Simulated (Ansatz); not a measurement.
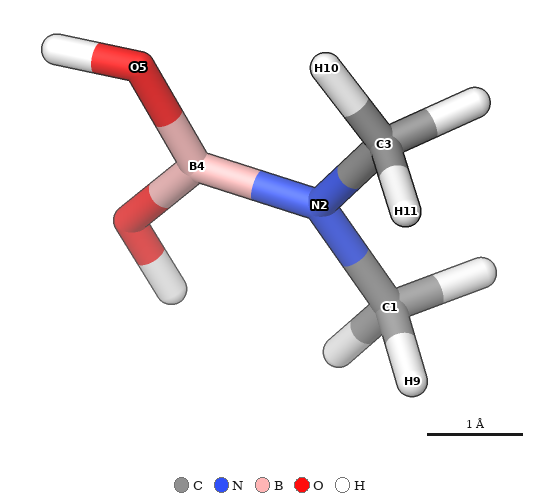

Figure 1. The input geometry (stick view, seen at a tilt; atoms are numbered from 1 in the order of the input). Bond lengths as drawn: B–N 1.41 Å, B–O 1.37 to 1.38 Å, C–H 1.09 to 1.10 Å, C–N 1.44 Å and H–O 0.96 Å.

**C$_{2}$H$_{8}$BNO$_{2}$: single-point calculation**

C$_{2}$H$_{8}$BNO$_{2}$, SMILES CN(C)B(O)O, computed with RKS PBE0-D4/def2-TZVPP (Ansatz 0.2.0).

The geometry comes from this level: PBE0-D4/def2-TZVP.

### Output
```
Functional definition: PBE0
  name "PBE0"
  cite "Adamo & Barone, J. Chem. Phys. 110, 6158 (1999) doi:10.1063/1.478522"
  cite "Perdew, Burke & Ernzerhof, Phys. Rev. Lett. 77, 3865 (1996) doi:10.1103/PhysRevLett.77.3865"
  parent pbe
  parameter a = 0.25
  parameter kappa = 0.804
  parameter beta = 0.06672455060314922
  exchange = (1 - a)*pbe_x(kappa = kappa, mu = beta*pi^2/3) + a*exact_x
  correlation = pbe_c(beta = beta)
1458 factors; their error is unknown
mean field evaluation 1: about -8449.7836 eV, gradient 8.3e1 eV
mean field evaluation 2: about -8440.6481 eV, gradient 1.1e2 eV
mean field evaluation 4: about -8462.4657 eV, gradient 4.1e0 eV
mean field evaluation 8: about -8462.4900 eV, gradient 6.0e-2 eV
mean field evaluation 16: about -8462.4972 eV, gradient 7.5e-5 eV
mean field -8462.49715486 eV, -310.9910343545 hartree, gradient 7.5e-5 eV, S^2 0.000000; 0 other end points of the search recorded, 0 dependent functions left out
reference -8462.49719011 eV, -310.9910356500 hartree; 24, 24 occupied and 274, 274 virtual orbitals, 1458 factors
Total energy: -8462.71919523 eV, -310.9991941876 hartree
```

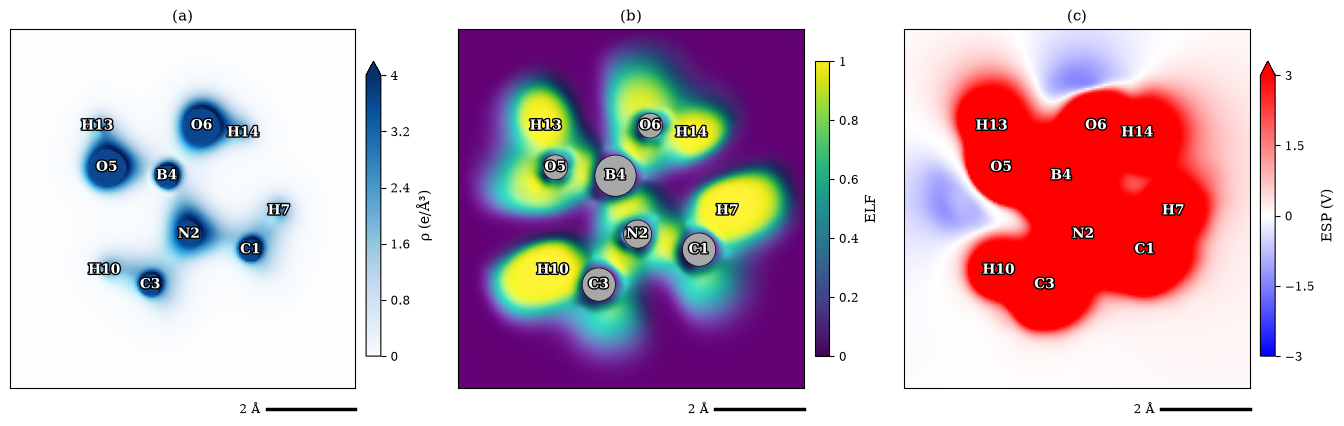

Figure 2. (a) electron density; (b) ELF; (c) electrostatic potential on the plane of atoms B4, O6 and H14. Grey discs, where drawn, cover atomic cores. The section cuts through C, N, B, O and H sites. C–N (1.44 Å): ρ is about 2 e/Å³ halfway; the ELF peaks at about 0.90 between the atoms, which marks localised, shared-pair bonding. O–H (0.96 Å): ρ is about 3.8 e/Å³ halfway, with its minimum of 2.5 e/Å³ about 0.8 Å from O; the ELF climbs to about 1 towards the hydrogen, as it does in any bond to H (a covalent bond by its length).

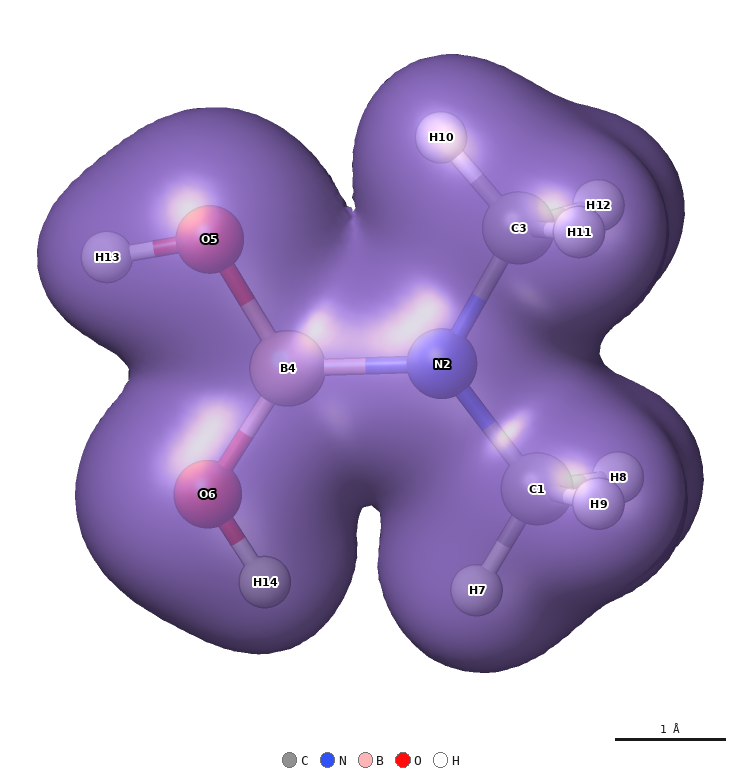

Figure 3. Isosurface of the electron density at 0.1 e/Å³ (purple), seen face on. At this value the surface is in one piece. On the grid the lowest density along these lines, outside the cores, is 1.5 e/Å³ (B–O, 1.37 Å), 1.5 e/Å³ (B–N, 1.41 Å), 1.9 e/Å³ (C–N, 1.44 Å) and 2.5 e/Å³ (O–H, 0.96 Å).

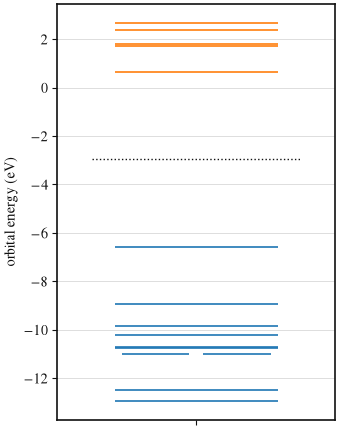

Figure 4. Orbital energies near the frontier; the dotted line parts filled from empty levels, and levels within 0.02 eV of each other stand side by side. Highest filled −6.58 eV, lowest empty 0.65 eV, 7.23 eV apart.

The run was set up as follows.

### Input file
```yaml
crystal:
  periodic: [false, false, false]
  atoms:
    - {symbol: C, position_ang: [-0.803744, -0.989228, 0.842392]}
    - {symbol: N, position_ang: [0.094987, -0.156040, 0.094878]}
    - {symbol: C, position_ang: [1.467613, -0.593646, 0.159093]}
    - {symbol: B, position_ang: [-0.287070, 0.987248, -0.645677]}
    - {symbol: O, position_ang: [0.682895, 1.694085, -1.316270]}
    - {symbol: O, position_ang: [-1.579808, 1.457266, -0.749326]}
    - {symbol: H, position_ang: [-1.834920, -0.636060, 0.781050]}
    - {symbol: H, position_ang: [-0.792837, -2.023696, 0.473963]}
    - {symbol: H, position_ang: [-0.533783, -1.016823, 1.906450]}
    - {symbol: H, position_ang: [2.099088, 0.074100, -0.422702]}
    - {symbol: H, position_ang: [1.831209, -0.602945, 1.194886]}
    - {symbol: H, position_ang: [1.577176, -1.611180, -0.238243]}
    - {symbol: H, position_ang: [0.299972, 2.442400, -1.777832]}
    - {symbol: H, position_ang: [-2.233579, 0.945419, -0.273960]}
basis:
  gaussian: {orbitals: def2-TZVPP}
hamiltonian: {xc: pbe0, dispersion: d4}
output: {orbitals: {seedname: orbitals}}
```

Run as:
```bash
ansatz run in.yaml --threads 4 --pin off --events-out ev --progress --plain --max-ram 11315MiB
```

### Key numbers

- outcome: converged
- total energy: −8462.7192 eV
- mean-field energy: −8462.4972 eV
- dispersion energy: −0.2220 eV
- SCF solution under orbital rotations: stable
- HOMO: −6.58 eV
- LUMO: 0.65 eV
- hardware: 4 threads of Arm Neoverse V2, 23 GiB of memory available, shared host
- wall time: 3.3 s (CPU time 12 s)
- peak memory: 0.76 GiB
